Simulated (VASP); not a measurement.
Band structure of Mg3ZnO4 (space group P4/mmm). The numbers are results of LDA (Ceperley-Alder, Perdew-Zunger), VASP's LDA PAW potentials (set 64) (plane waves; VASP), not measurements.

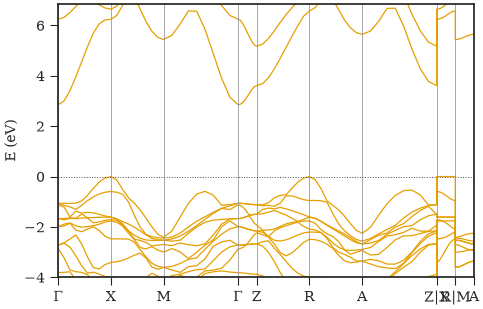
Fig. 1. Bands along high-symmetry lines, zero at the valence-band maximum or, without a gap, the Fermi level

Problem. Read the plot: is there a gap, and where are the band edges?

Solution. The gap is indirect, 2.85 eV, from the valence maximum at X to the conduction minimum at Γ. (Edges off the drawn lines would not show.)

The structure comes from a computed database's Mg3ZnO4 entry (P4/mmm); how it stands against other phases isn't given here. It was relaxed first, which changed the volume by -8 %.
